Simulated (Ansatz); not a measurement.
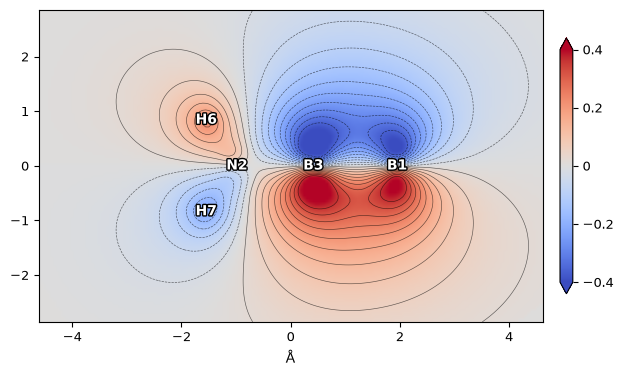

*B2H4N (charge −1). The HOMO on the plane of atoms H6, N2 and H7 (values in Å⁻³ᐟ²; the overall sign is arbitrary).*

Geometry: PBE0-D4/def2-TZVPD; the highest occupied orbital lies above zero, a sign that basis and functional describe the outermost electron poorly.

Method: Ansatz, RKS PBE0-D4/def2-TZVPPD.

Input file:

```
crystal:
  periodic: [false, false, false]
  atoms:
    - {symbol: B, position_ang: [-1.185975, 0.265868, -0.855039]}
    - {symbol: N, position_ang: [1.154467, -0.259085, 0.832386]}
    - {symbol: B, position_ang: [0.038008, -0.008907, 0.026799]}
    - {symbol: H, position_ang: [-2.017206, -0.596450, -1.078159]}
    - {symbol: H, position_ang: [-1.371223, 1.356754, -1.364952]}
    - {symbol: H, position_ang: [1.169619, -0.116746, 1.831283]}
    - {symbol: H, position_ang: [2.035871, -0.601867, 0.480389]}
basis:
  gaussian: {orbitals: "def2-TZVPPD.json"}
total_charge: -1
hamiltonian: {xc: pbe0, dispersion: d4}
output: {orbitals: {seedname: orbitals}}
```

Launched as:

```sh
ansatz run in.yaml --threads 2 --pin off --events-out ev --progress --plain --max-ram 4352MiB
```

**Where does this orbital lie, and at what energy?**

By Hirshfeld shares it lies mainly on B3 (about 45 %) and B1 (about 40 %); π-bonding across B3–B1. Its energy is 1.35 eV.
